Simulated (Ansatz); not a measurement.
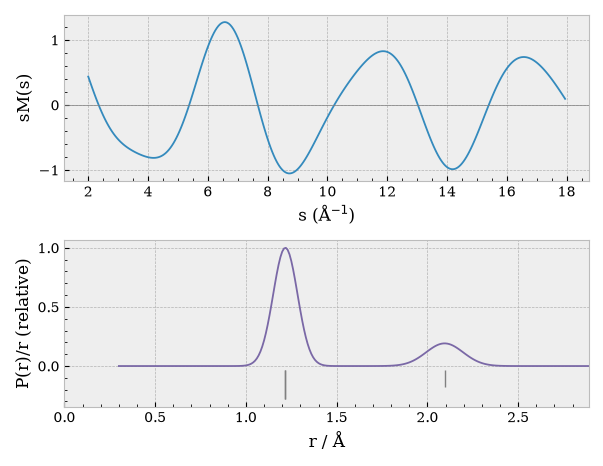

Simulated gas electron diffraction: reduced molecular intensity sM(s) from the Debye equation in the first Born approximation (top) and the radial distribution curve (bottom) of O3. Each pair of atoms contributes with weight ZᵢZⱼ/r (bars below the curve); damping constant 0.001 Å²; vibrational amplitudes assumed, not computed: 0.05 Å for bonds, 0.078 Å for bonds to H, 0.06 + 0.015 r up to 0.15 Å for other pairs. The geometry is the end point of an optimisation (RKS BHLYP/def2-SVP (Ansatz)); it may be a saddle point or a higher isomer.

> Assign the first 2 clear peaks of the radial distribution curve (– bonded, ··· not bonded).

Peak 1, 1.22 Å: O–O 1.22 Å (×2)
Peak 2, 2.09 Å: O···O 2.09 Å
